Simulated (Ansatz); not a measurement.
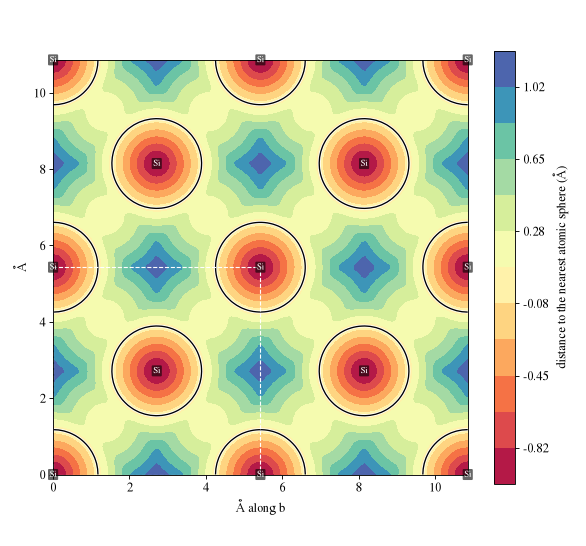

Map of the distance to the nearest atomic sphere in Si (Fd-3m, No. 227), computed on the section x = 0.000 (parallel to b and c; the dashed line is one cell). The black line marks the spheres' surfaces; positive values are empty space; unlabelled circles belong to atoms above or below the section.

The atoms' radii are touching radii (half the shortest distance): Si 1.18 Å.

The cell is taken from the input geometry of an electronic-structure calculation (not necessarily at equilibrium).

```
Si
1.0
     5.43000    0.00000    0.00000
     0.00000    5.43000    0.00000
     0.00000    0.00000    5.43000
Si
8
Direct
  0.50000 0.00000 0.50000
  0.25000 0.25000 0.25000
  0.50000 0.50000 0.00000
  0.25000 0.75000 0.75000
  0.00000 0.00000 0.00000
  0.75000 0.25000 0.75000
  0.00000 0.50000 0.50000
  0.75000 0.75000 0.25000
```

Q: Where is the largest hole in this section, and how large is it?

A: At 0.000, 0.000, 0.500 (fractional), where the distance reaches 1.18 Å; it is enclosed by 4 Si (then 6 Si) in a tetrahedral arrangement. It is the largest hole of the crystal.

Q: How much of the crystal lies outside the spheres?

A: About 66 % of the cell's volume, and 70 % of this section's area.

Q: What can pass through?

A: The largest sphere that fits anywhere has a diameter of 2.35 Å; the largest that can travel through the crystal, about 2.1 Å.
